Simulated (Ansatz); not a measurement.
AlH3O···SiH4

Input

```
crystal:
  periodic: [false, false, false]
  atoms:
    - { symbol: Al, position_ang: [0.558622, -1.687781, -0.68686] }
    - { symbol: O, position_ang: [1.401476, -0.386009, -1.585412] }
    - { symbol: H, position_ang: [-0.831854, -2.206369, -1.270488] }
    - { symbol: H, position_ang: [1.303845, -2.306616, 0.578073] }
    - { symbol: H, position_ang: [0.084708, 0.6403, -0.028755] }
    - { symbol: Si, position_ang: [-0.816634, 1.222588, 0.960987] }
    - { symbol: H, position_ang: [1.683711, 0.486834, -1.865074] }
    - { symbol: H, position_ang: [-0.019184, 1.95356, 2.005549] }
    - { symbol: H, position_ang: [-1.765533, 2.16812, 0.277561] }
    - { symbol: H, position_ang: [-1.599157, 0.115373, 1.61452] }
basis:
  gaussian: { orbitals: def2-SVP }
hamiltonian:
  xc: pbe
  dispersion: d4
relax:
  f_tol: 0.03
  max_steps: 50
output:
  orbitals: {}
```

Launched as:

```sh
ansatz run input.yaml --threads 2 --pin off --max-ram 3072MiB --backend cpu --events-out ev --progress --plain --runs-dir out
```

The fields are those of the run's last geometry, not of the input's.

Level of theory: RKS PBE-D4/def2-SVP (Ansatz 0.2.0).

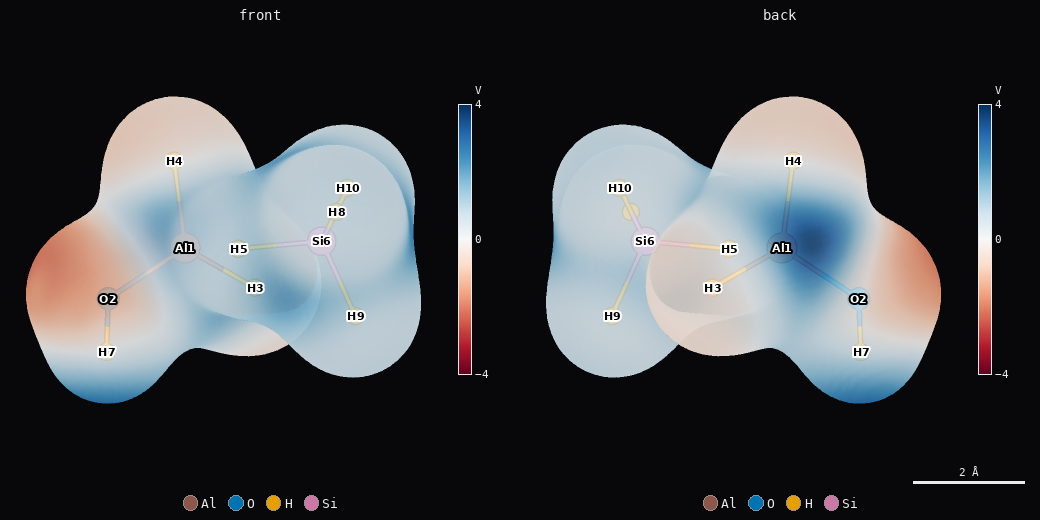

Figure 1. The electrostatic potential painted on the density surface at 0.004 e/bohr³, seen from the front and from behind; red is negative and blue positive.

Describe the electrostatic potential map.

Answer. The most negative region (about −1.9 V) lies over O2, the most positive (about +3.5 V) over Al1. O2 is the likeliest acceptor of a hydrogen bond.

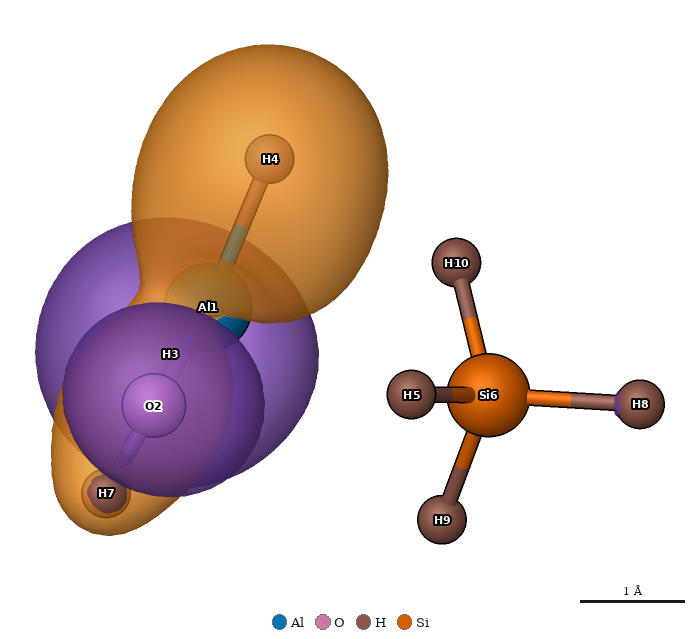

Figure 2. The HOMO at ±0.08 Å⁻³ᐟ² (orange and purple are the two phases), seen at a tilt.

What is the character of this orbital?

Answer. It lies mainly on H3 (about 30 %), O2 (about 25 %), Al1 (about 25 %) and H4 (about 15 %). Its energy is −6.67 eV.

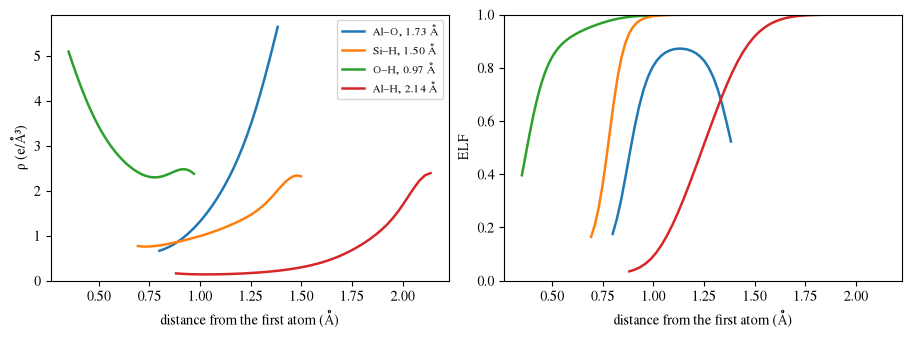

Figure 3. Electron density and electron localisation function along straight lines between neighbouring atoms. The curves leave out the atomic cores.

What can be read from the curves?

Answer. Al–O (1.73 Å): ρ at the midpoint is about 0.79 e/Å³; the ELF peaks at about 0.85 in the valence shell of O, 0.6 Å from its nucleus, and is about 0.40 at the midpoint.
Si–H (1.50 Å): ρ at the midpoint is about 0.76 e/Å³; the ELF climbs to about 1 towards the hydrogen, as it does in any bond to H.
O–H (0.97 Å): ρ is about 3.6 e/Å³ halfway; the ELF climbs to about 1 towards the hydrogen (an ordinary covalent bond to hydrogen).
Al1···H5 (2.14 Å): the density falls to about 0.14 e/Å³ on the way; the ELF climbs to about 1 towards the hydrogen.
